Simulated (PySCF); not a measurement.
Input

```
{"job": {"kind": "uv", "xc": "PBE0", "basis": "def2-SVPD", "nstates": 8, "ntriplets": 3}, "charge": 0, "multiplicity": 1}
Cl    -2.801289     1.384135    -0.200540
B     -1.131837     1.702004    -0.186746
C     -0.156109     0.596300    -0.724609
C      1.369213     0.751523    -0.517622
C      1.410970    -0.511184     0.360582
C     -0.089604    -0.674496     0.166127
C     -1.109140    -1.201381     1.115403
C     -0.897006    -1.917980     0.044393
H     -0.769123     2.713936     0.284665
H     -0.401449     0.305801    -1.750786
H      1.951214     0.678240    -1.433334
H      1.649687     1.662755     0.005721
H      2.008102    -1.328611    -0.043422
H      1.713874    -0.335066     1.392320
H     -1.629864    -1.050259     2.029101
H     -1.125238    -2.766772    -0.552664
```

Launched as:

```sh
OMP_NUM_THREADS=1 python probes_run.py task.json out
```

Geometry: GFN2-xTB.

All numbers below come from PySCF, PBE0/def2-SVPD, SCF density, gas phase.

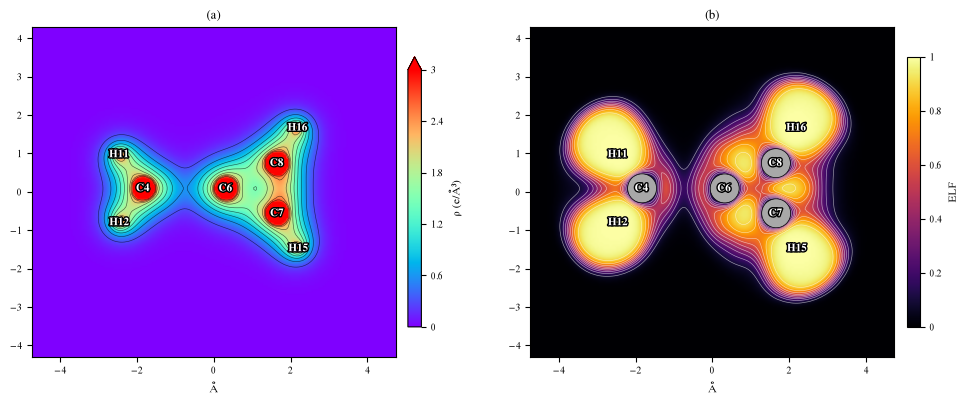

C$_{6}$H$_{8}$BCl (SMILES ClB[C@H]1CCC12C=C2). (a) total electron density; (b) electron localisation function on the plane of atoms H11, C4 and H12. Grey discs cover the atomic cores in the ELF map.

### Interpret the plot.

- The section cuts through C and H sites.
- C–C (1.31 Å): the density is about 2.2 e/Å³ at the midpoint; the ELF peaks at about 0.85 between the atoms (a multiple bond).
- C–H (1.06 Å): ρ is about 2 e/Å³ halfway; the ELF climbs to about 1 towards the hydrogen, as it does in any bond to H; an ordinary covalent bond to hydrogen.
- C–C (1.49 Å): ρ is about 1.6 e/Å³ halfway; the ELF peaks at about 0.85 between the atoms, as expected for a covalent bond.
